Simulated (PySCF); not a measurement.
C4H2NO2, doublet, SMILES `N#C/C=C/C([O])=O`.

Level of theory: PBE0/cc-pVDZ (PySCF), at a geometry from GFN2-xTB. No frequency check shows the geometry to be a minimum. GFN2-xTB doesn't know the spin state, so this open-shell geometry is rough.

Input script:

```python
import numpy as np
from pyscf import gto, scf, dft
from pyscf.scf import atom_ks, atom_hf
from scipy.linalg import block_diag

def solve(mol, dm0=None, hcore=None):
    mf = (dft.UKS if mol.spin else dft.RKS)(mol, xc='pbe0')
    mf.grids.level = 3
    mf = mf.density_fit(auxbasis='def2-universal-jkfit')
    mf.conv_tol, mf.max_cycle = 1e-8, 80
    if hcore is not None:
        mf.get_hcore = lambda *args: hcore
    mf.kernel(dm0)
    if not mf.converged:
        mf = mf.newton().run(mf.mo_coeff, mf.mo_occ, max_cycle=30)
    assert mf.converged, 'SCF not converged'
    return mf

mol = gto.M(atom='''
N     -3.35960     0.23894     0.00000
C     -2.25079    -0.04019     0.00000
C     -0.88793    -0.42206     0.00000
C      0.06974     0.47953     0.00000
C      1.67268    -0.01056     0.00000
O      1.73259    -1.20612     0.00000
O      2.34268     0.98403     0.00000
H     -0.69289    -1.48781     0.00000
H     -0.01428     1.55163     0.00000
''', basis='cc-pvdz', charge=0, spin=1, verbose=4)
mf = solve(mol)
out = dict(e0=mf.e_tot, dm0=mf.make_rdm1(), c=mf.mo_coeff, occ=mf.mo_occ, eps=mf.mo_energy)
for name, dq, spin in [('cation', 1, 0), ('anion', -1, 0)]:
    ion = mol.copy().set(charge=mol.charge + dq, spin=spin).build()
    mi = solve(ion)
    if spin and dq > 0 and mol.nao < 130:
        c, _, stable, _ = mi.stability(return_status=True)
        if not stable:
            mi = solve(ion, mi.make_rdm1(c, mi.mo_occ))
    print(name, 'vertical energy change / eV', (mi.e_tot - mf.e_tot) * 27.211386)
    out.update({'e_' + name: mi.e_tot, 'dm_' + name: mi.make_rdm1(), 's2_' + name: mi.spin_square()[0], 'eps_' + name: mi.mo_energy, 'occ_' + name: mi.mo_occ})
# spherically averaged free atoms, for the promolecule
atm = atom_ks.get_atm_nrks(mol, xc='pbe0')
pro = block_diag(*[(atm[a[0]][2] * atm[a[0]][3]) @ atm[a[0]][2].T for a in mol._atom])
np.savez('result.npz', pro=pro, **out)
```

Launched as:

```sh
OMP_NUM_THREADS=1 python input.py
```

The run took 60 s on 1 thread of Arm Neoverse V2, on a shared host, peak memory 0.52 GiB.

Partitions, critical points and surface values were worked out afterwards from this run's density.

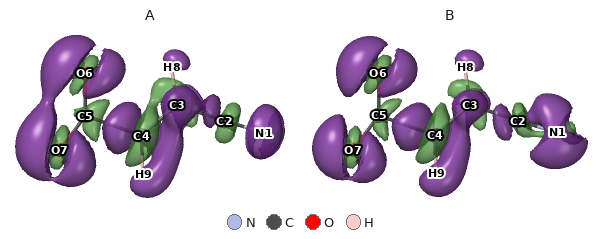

The two Fukui functions at ±0.02 e/Å³ (purple positive, green negative).

Q: Why do the two look alike?

A: The electron leaves from or enters the same singly occupied orbital. A is f⁺, B is f⁻. f⁻ (Hirshfeld-condensed) is largest on O6 (0.20), O7 (0.20) and N1 (0.16); the vertical ionisation energy is 11.57 eV (to the singlet cation, which needn't be its lowest state). f⁺ (Hirshfeld-condensed) is largest on O7 (0.24) and O6 (0.21); the vertical electron affinity is 3.46 eV (to the singlet anion, which needn't be its lowest state; rough: the basis has no diffuse functions).
